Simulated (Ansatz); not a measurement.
## Electronic structure of CH2Ge2 (charge +1, doublet) in real space

Input file:

```
crystal:
  periodic: [false, false, false]
  atoms:
    - symbol: C
      position_ang: [0.245742, 1.511654, 1.328781]
    - symbol: Ge
      position_ang: [0.739986, 2.208443, -0.322805]
    - symbol: Ge
      position_ang: [0.283726, -0.323426, 1.410367]
    - symbol: H
      position_ang: [-0.050833, 2.092387, 2.209544]
    - symbol: H
      position_ang: [0.709029, -1.117140, 0.142840]
basis:
  gaussian: {orbitals: def2-TZVPD}
total_charge: 1
magnetization: {spin_polarized: true, initial_magnetization: 1}
hamiltonian: {xc: {name: PBE0}}
output: {forces: true, orbitals: {seedname: orbitals}}
```

Command:

```sh
ansatz run input.yaml --threads 1 --pin off --max-ram 2610MiB --events-out events.jsonl --progress --plain --runs-dir runs
```

Geometry: PBE0-D3(BJ)/pcseg-1.

All numbers below come from isolated molecule in a Gaussian basis; Kohn-Sham density functional theory, functional PBE0 in Ansatz.

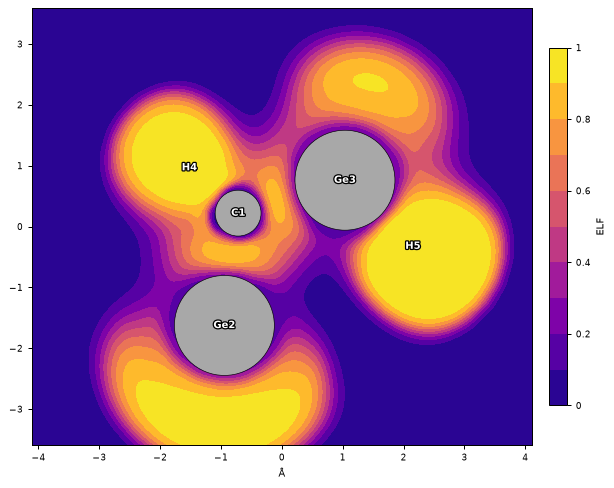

Figure 1. Electron localisation function on the molecular plane. Grey discs cover the atomic cores.

Interpret the plot.

Answer.
- The section cuts through C, Ge and H sites.
- C–Ge (1.84 Å): the ELF peaks at about 0.85 in the valence shell of C, 0.6 Å from its nucleus, and is about 0.50 at the midpoint.
- C–H (1.10 Å): the ELF climbs to about 1 towards the hydrogen, as it does in any bond to H; an ordinary covalent bond to hydrogen.
- Ge–H (1.55 Å): the ELF climbs to about 1 towards the hydrogen.

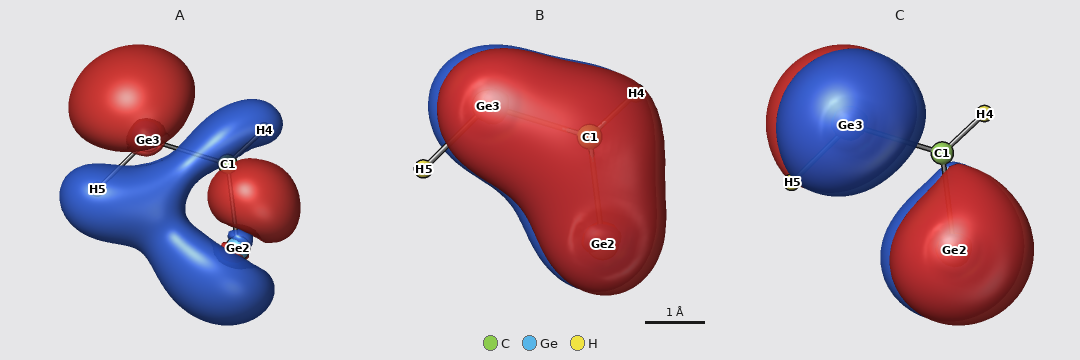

Figure 2. Three frontier orbitals at ±0.08 Å⁻³ᐟ² (red and blue are the two phases), in no order.

Order the three orbitals by energy and name them. All are α orbitals.

Answer. B is the HOMO−1 (α) (−12.85 eV). It lies mainly on C1 (about 45 %), Ge3 (about 25 %) and Ge2 (about 25 %); it changes sign across the molecular plane (π type); π-bonding across C1–Ge2 and C1–Ge3. A is the HOMO (α) (−12.26 eV). By Hirshfeld shares it lies mainly on Ge3 (about 50 %), Ge2 (about 25 %), C1 (about 15 %) and H5 (about 10 %); it is symmetric in the molecular plane (an in-plane orbital: σ, lone-pair or in-plane π type). C is the LUMO (α) (−8.11 eV). It lies mainly on Ge3 (about 50 %) and Ge2 (about 45 %); it changes sign across the molecular plane (π type).

What is the gap between the highest occupied and lowest empty α orbitals?

Answer. 4.15 eV between the orbital energies.

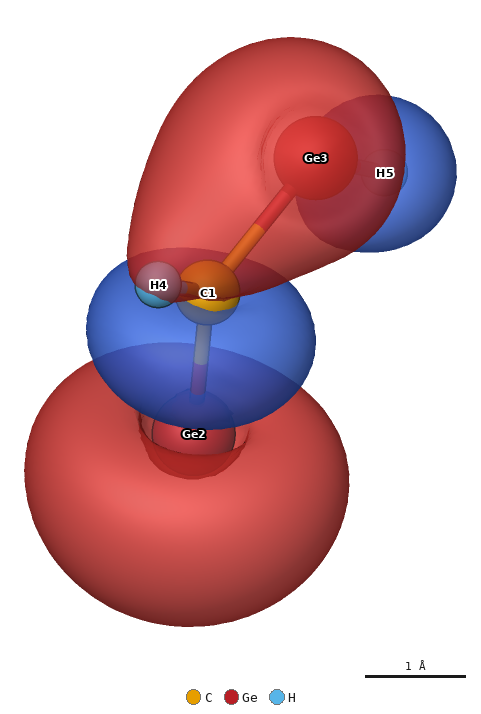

Figure 3. The HOMO−1 (β) at ±0.08 Å⁻³ᐟ² (red and blue are the two phases), seen at an oblique angle.

What is the character of this orbital?

Answer. It lies mainly on Ge2 (about 55 %), C1 (about 25 %) and Ge3 (about 15 %); it is symmetric in the molecular plane (an in-plane orbital: σ, lone-pair or in-plane π type). Its energy is −13.43 eV.
